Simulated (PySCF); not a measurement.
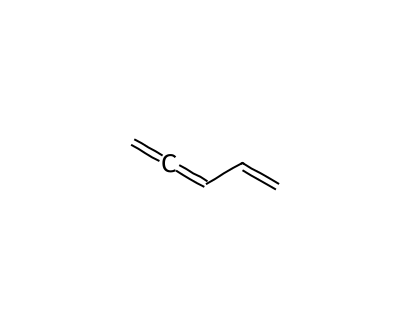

Computed geometry: PBE0-D3(BJ)/def2-SVP optimisation. No frequency run is at hand to confirm it as a minimum. Method: BHandHLYP/pcJ-1, gas phase (PySCF 2.14.0).

**Estimate the HOMO energy (Kohn–Sham orbital).**

−7.53 eV.

**Estimate the LUMO energy (Kohn–Sham orbital).**

0.35 eV.

**What is the dipole moment?**

0.22 D.
